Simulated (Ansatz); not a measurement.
Consider C₂H₂OS.

```xyz
6

O     0.0972   -2.6000   -0.1965
C     0.1925   -1.4621    0.0487
C     0.2883   -0.1692    0.3069
S    -0.5349    0.9560   -0.7965
H     0.9209    0.1774    1.1159
H    -1.6704    1.1691   -0.0846
```

All numbers below come from RKS B3LYP-D4/6-31G* in Ansatz 0.2.0.

Question: What will maps of the electron density and electron localisation function show?

Answer: C–O (1.17 Å): ρ at the midpoint is about 3.6 e/Å³; the ELF peaks at about 0.90 between the atoms; a short, multiple covalent bond.
C–C (1.32 Å): the density is about 2.3 e/Å³ at the midpoint; the ELF peaks at about 0.95 between the atoms; a short, multiple covalent bond.
C–S (1.78 Å): ρ at the midpoint is about 1.3 e/Å³; the ELF peaks at about 0.90 between the atoms: a shared electron pair.
C–H (1.08 Å): ρ is about 2 e/Å³ halfway; the ELF climbs to about 1 towards the hydrogen, as it does in any bond to H; an ordinary covalent bond to hydrogen.

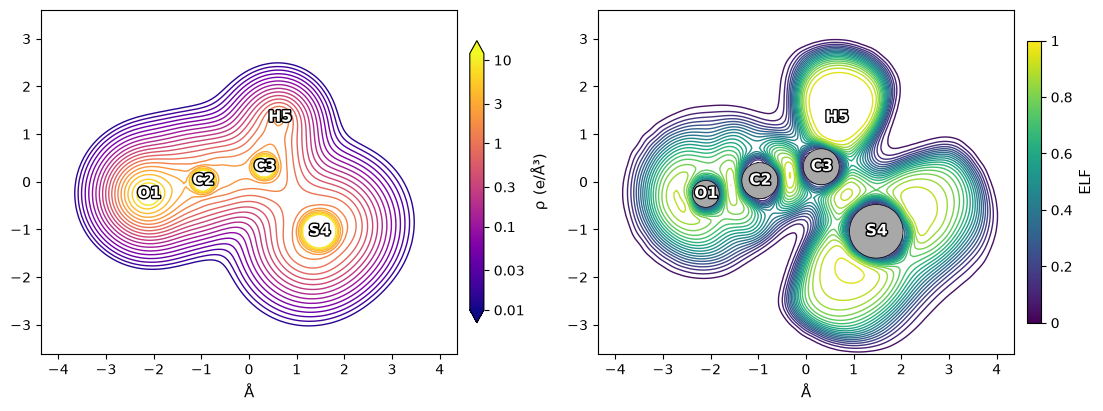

Computed electron density and electron localisation function on the plane of atoms C2, C3 and S4, in this order. Grey discs cover the atomic cores in the ELF map. 
